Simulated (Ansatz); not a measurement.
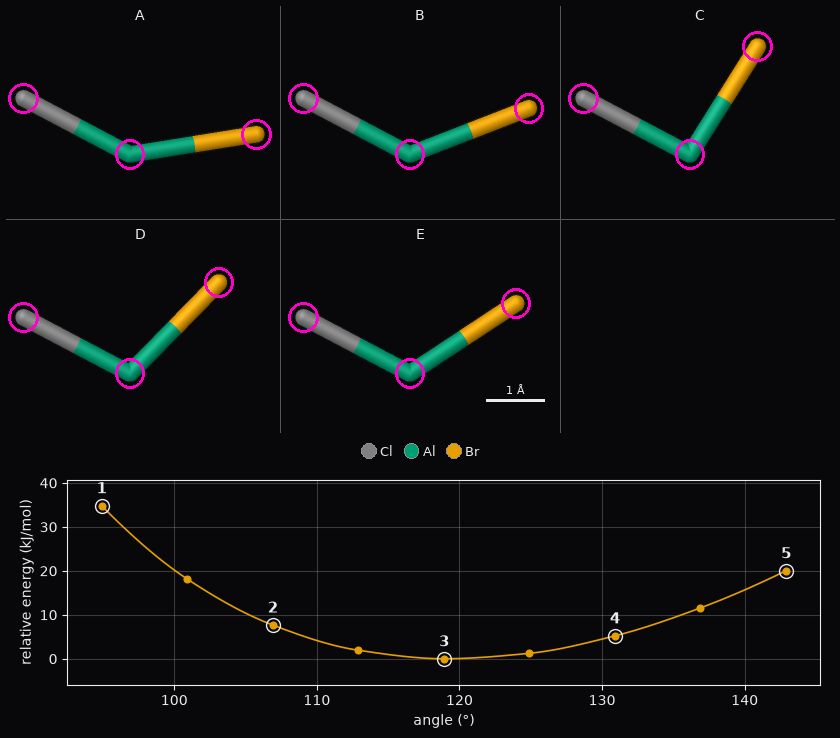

A scan of AlBrCl (multiplicity 2): the Br–Al–Cl angle is varied, with the rest of the molecule carried along rigidly. The frames are shuffled; the numbered points of the plot belong to them. A stick model, seen onto the plane of the angle. The ringed atoms are those of the scanned coordinate.

Single-point energies from Ansatz with CCSD(T) in the def2-TZVPP basis, on geometries moved rigidly from the minimum at PBE0-D4/def2-TZVP. Coupled cluster with a frozen core. Energies are counted from the PBE0-D4/def2-TZVP minimum geometry at the same level.

### Match the frames to the points.

Point 1 is frame C (the angle 94.9°, 34.8 kJ/mol); 2 is frame D (the angle 106.9°, 7.7 kJ/mol); 3 is frame E (the angle 118.9°, 0.0 kJ/mol); 4 is frame B (the angle 130.9°, 5.2 kJ/mol); 5 is frame A (the angle 142.9°, 20.0 kJ/mol). Of the computed points the lowest is at the angle 118.9°, 0.0 kJ/mol. The curvature at the lowest point is about 3.1 eV/rad².
